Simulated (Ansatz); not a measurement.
All values below come from PBE (plane waves to 420 eV, PAW; Ansatz, a program for electronic structure).

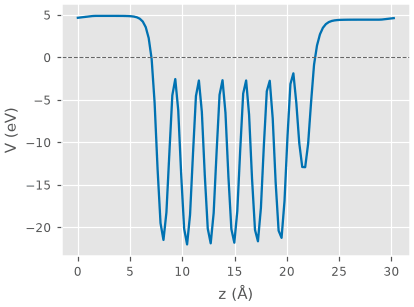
Figure: Plane-averaged electrostatic potential energy along the normal, in eV from the Fermi level, for a constructed model of the (110) surface of bcc W, a pseudomorphic layer of Ti in the host's stacking (bottom of the slab: a bare face, its two planes held)…

Slab: 7 atoms, 14.2 Å thick at the start with caps and adatoms; k 14x14x1, smearing 0.1 eV, dipole-corrected; 2 atoms held, the rest relaxed; held to the start's symmetry, so lower structures may exist; no spin, no spin-orbit, no U. It is one candidate, not shown to be the stable structure of the face.

The vacuum level lies 4.45 eV above the Fermi level over the top face and 4.89 eV above it under the bottom face.
